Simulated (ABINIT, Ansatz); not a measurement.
## LaBS3 (Pm-3m): zone-centre phonons

Aim: the zone-centre modes of LaBS3 (Pm-3m).

Main program and level: ABINIT 10.8.3; DFT PBE, scalar-relativistic, plane waves, SPMS norm-conserving pseudopotentials.

The structure was built from a prototype and need not be the compound's stable phase.

**1. The structure**

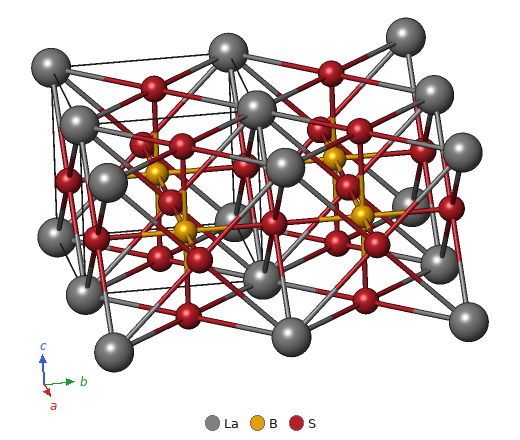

The cell as given, slightly off an axis (lanthanum grey, boron orange, sulfur red). 2×2×1 cells are drawn. Some periodic images of atoms are drawn too.

**2. Relaxing the cell and atoms**

The harmonic expansion needs vanishing forces, and a free crystal bears no stress, so cell and atoms are brought to rest. Stress is more sensitive to the basis than forces are: the last 3 Ha under the cutoff are smoothed with ecutsm, and the cutoff is raised above that of the later runs.

The starting cell comes from a relaxation made beforehand in Ansatz (PBE, PseudoDojo NC).

The input, relax.abi:

```
# relaxation
ionmov 2
optcell 2
dilatmx 1.08
ntime 40
tolmxf 1.0d-05
tolvrs 1.0d-14
prtwf 0
prtden 0
chksymtnons 0

# basis, mesh and filling
ecut 38.0
ecutsm 3.0
ngkpt 6 6 6
nshiftk 1
shiftk 0.0 0.0 0.0
istwfk *1
occopt 6
tsmear 0.01
nband 24
nstep 100
diemac 1000000.0
prtebands 0
prtgsr 0
useylm 1

# cell and atoms
acell 8.361680432 8.361680432 8.361680432
rprim 
    1.0 0.0 0.0
    0.0 1.0 0.0
    0.0 0.0 1.0
ntypat 3
znucl 57 5 16
natom 5
typat 1 2 3 3 3
xred 
    0.0 0.0 0.0
    0.5 0.5 0.5
    0.5 0.5 0.0
    0.5 0.0 0.5
    0.0 0.5 0.5
pp_dirpath "./pseudo"
pseudos "La.psp8, B.psp8, S.psp8"
```

Run with:

```
OMP_NUM_THREADS=1 mpirun -n 4 abinit relax.abi > relax.log
```

Numbers of over 12 decimals in the logs are rounded to 6 here.

relax.abo, the main output file:

```text
[banners, grids, parts of the stress and lines that vanish by symmetry left out]
- input  file    -> relax.abi
- output file    -> relax.abo
- root for input  files -> relaxi
[...]
Symmetries : space group Pm -3 m (#221); Bravais cP (primitive cubic)
[...]
mpw =        8262          nfft =      157464          nkpt =          20
[...]
== DATASET  1 ==================================================================
[...]
cutoff_energies: {ecut:  38.0, pawecutdg:  -1.0, }
[...]
Exchange-correlation functional for the present dataset will be:
  GGA: Perdew-Burke-Ernzerhof functional - ixc=11
[...]
ETOT  1  -71.375370204682    -7.138E+01 7.729E-02 1.692E+02
 ETOT  2  -71.433051848204    -5.768E-02 5.700E-02 9.125E+01
 ETOT  3  -71.447663450135    -1.461E-02 7.857E-02 1.002E+01
 ETOT  4  -71.448641265436    -9.778E-04 3.032E-02 3.887E+00
 ETOT  5  -71.449011381995    -3.701E-04 2.662E-02 4.895E-01
[...]
At SCF step   46       vres2   =  9.60E-15 < tolvrs=  1.00E-14 =>converged.
[...]
sigma(1 1)= -4.92611370E-06  sigma(3 2)=  0.00000000E+00
  sigma(2 2)= -4.92611370E-06  sigma(3 1)=  0.00000000E+00
  sigma(3 3)= -4.92611370E-06  sigma(2 1)=  0.00000000E+00
[...]
convergence: {deltae: -3.737E-12, res2:  9.596E-15, residm:  1.047E-04, diffor: null, }
etotal    :  -7.14491591E+01
[...]
ETOT  1  -71.449159984768    -7.145E+01 8.888E-05 2.323E-03
[...]
At SCF step   20       vres2   =  7.51E-15 < tolvrs=  1.00E-14 =>converged.
[...]
sigma(1 1)= -3.48021339E-06  sigma(3 2)=  0.00000000E+00
  sigma(2 2)= -3.48021339E-06  sigma(3 1)=  0.00000000E+00
  sigma(3 3)= -3.48021339E-06  sigma(2 1)=  0.00000000E+00
[...]
convergence: {deltae: -2.842E-13, res2:  7.513E-15, residm:  2.906E-05, diffor: null, }
etotal    :  -7.14491602E+01
[...]
ETOT  1  -71.449160037862    -7.145E+01 3.402E-05 1.352E-02
[...]
ETOT 23  -71.449161287374    -1.265E-12 9.728E-05 1.577E-14
 ETOT 24  -71.449161287373     9.521E-13 1.377E-04 7.921E-15
 At SCF step   24       vres2   =  7.92E-15 < tolvrs=  1.00E-14 =>converged.
[...]
sigma(1 1)= -6.60133722E-09  sigma(3 2)=  0.00000000E+00
  sigma(2 2)= -6.60133721E-09  sigma(3 1)=  0.00000000E+00
  sigma(3 3)= -6.60133724E-09  sigma(2 1)=  0.00000000E+00
[...]
convergence: {deltae:  9.521E-13, res2:  7.921E-15, residm:  1.377E-04, diffor: null, }
etotal    :  -7.14491613E+01
[...]
At Broyd/MD step   3, gradients are converged :
[...]
sigma(1 1)= -6.60133722E-09  sigma(3 2)=  0.00000000E+00
  sigma(2 2)= -6.60133721E-09  sigma(3 1)=  0.00000000E+00
  sigma(3 3)= -6.60133724E-09  sigma(2 1)=  0.00000000E+00
[...]
- sigma(1 1)= -1.94218046E-04  sigma(3 2)=  0.00000000E+00
- sigma(2 2)= -1.94218046E-04  sigma(3 1)=  0.00000000E+00
- sigma(3 3)= -1.94218047E-04  sigma(2 1)=  0.00000000E+00
[...]
fcart     -0.0000000000E+00 -0.0000000000E+00 -0.0000000000E+00
           strten     -6.6013372216E-09 -6.6013372147E-09 -6.6013372442E-09
================================================================================

[key lines of the parts left out:]
pressure_GPa:   1.9422E-04
Total energy (etotal) [Ha]= -7.14491612873726E+01
```

The job ended after 4.8 min (4 MPI ranks of Intel Xeon Platinum 8488C (Sapphire Rapids), shared host; 19 min of CPU time).

Little changed from the start: no atom moved by 0.005 Å and no cell edge by 0.1 %.

Read from the output:

```
volume per atom   : 17.35 Å³
pressure          : 1.94e-4 GPa
gap on the k-mesh : 0 eV
```

**3. Ground state**

First-order wavefunctions inherit every error of the ground state, hence the very tight tolvrs. Occupations are smeared.

The input, gs.abi:

```
# ground state
tolvrs 1.0d-16
prtden 1
prtwf 1

# basis, mesh and filling
ecut 30.0
ngkpt 6 6 6
nshiftk 1
shiftk 0.0 0.0 0.0
istwfk *1
occopt 6
tsmear 0.01
nband 24
nstep 100
diemac 1000000.0
prtebands 0
prtgsr 0
useylm 1

# cell and atoms
acell 8.365894962 8.365894962 8.365894962
rprim 
    1.0 0.0 0.0
    0.0 1.0 0.0
    0.0 0.0 1.0
ntypat 3
znucl 57 5 16
natom 5
typat 1 2 3 3 3
xred 
    0.0 0.0 0.0
    0.5 0.5 0.5
    0.5 0.5 0.0
    0.5 0.0 0.5
    0.0 0.5 0.5
pp_dirpath "./pseudo"
pseudos "La.psp8, B.psp8, S.psp8"
```

Run with:

```
OMP_NUM_THREADS=1 mpirun -n 4 abinit gs.abi > gs.log
```

gs.abo, the main output file:

```text
[banners, grids, parts of the stress and lines that vanish by symmetry left out]
- input  file    -> gs.abi
- output file    -> gs.abo
- root for input  files -> gsi
[...]
Symmetries : space group Pm -3 m (#221); Bravais cP (primitive cubic)
[...]
mpw =        4636          nfft =       91125          nkpt =          20
[...]
== DATASET  1 ==================================================================
[...]
cutoff_energies: {ecut:  30.0, pawecutdg:  -1.0, }
[...]
Exchange-correlation functional for the present dataset will be:
  GGA: Perdew-Burke-Ernzerhof functional - ixc=11
[...]
ETOT  1  -71.380057016778    -7.138E+01 7.731E-02 1.003E+02
 ETOT  2  -71.432520907255    -5.246E-02 6.659E-02 5.548E+01
 ETOT  3  -71.447594207155    -1.507E-02 5.373E-02 6.121E+00
 ETOT  4  -71.448562125238    -9.679E-04 4.444E-02 2.461E+00
 ETOT  5  -71.448941510198    -3.794E-04 4.638E-02 3.724E-01
[...]
ETOT 40  -71.449096860786     5.542E-13 4.310E-04 3.099E-15
 ETOT 41  -71.449096860785     1.606E-12 4.277E-04 2.870E-17
 At SCF step   41       vres2   =  2.87E-17 < tolvrs=  1.00E-16 =>converged.
[...]
sigma(1 1)=  8.48873865E-07  sigma(3 2)=  0.00000000E+00
  sigma(2 2)=  8.48873865E-07  sigma(3 1)=  0.00000000E+00
  sigma(3 3)=  8.48873865E-07  sigma(2 1)=  0.00000000E+00
[...]
convergence: {deltae:  1.606E-12, res2:  2.870E-17, residm:  4.277E-04, diffor: null, }
etotal    :  -7.14490969E+01
[...]
sigma(1 1)=  8.48873865E-07  sigma(3 2)=  0.00000000E+00
  sigma(2 2)=  8.48873865E-07  sigma(3 1)=  0.00000000E+00
  sigma(3 3)=  8.48873865E-07  sigma(2 1)=  0.00000000E+00
[...]
- sigma(1 1)=  2.49747314E-02  sigma(3 2)=  0.00000000E+00
- sigma(2 2)=  2.49747314E-02  sigma(3 1)=  0.00000000E+00
- sigma(3 3)=  2.49747314E-02  sigma(2 1)=  0.00000000E+00
[...]
fcart     -0.0000000000E+00 -0.0000000000E+00 -0.0000000000E+00
           strten      8.4887386481E-07  8.4887386482E-07  8.4887386482E-07
================================================================================

[key lines of the parts left out:]
pressure_GPa:  -2.4975E-02
```

It took 69 s on 4 MPI ranks.

Numbers from this step:

```
pressure : -0.02497 GPa
```

The cell stands at -0.025 GPa, close enough for phonons.

[end of part 1 of 5]

[Host names and launcher messages were left out of these logs when they were recorded.]

[Logs are printed without paths, hosts, clocks, repeated set-up lines and the standing remarks that a program may print on its own settings, such as how far it seeks lower states.]

[Hosts, paths, dates, database ids (printed as entryN), source tags and the programs' standing remarks are cut or masked in the printed files.]
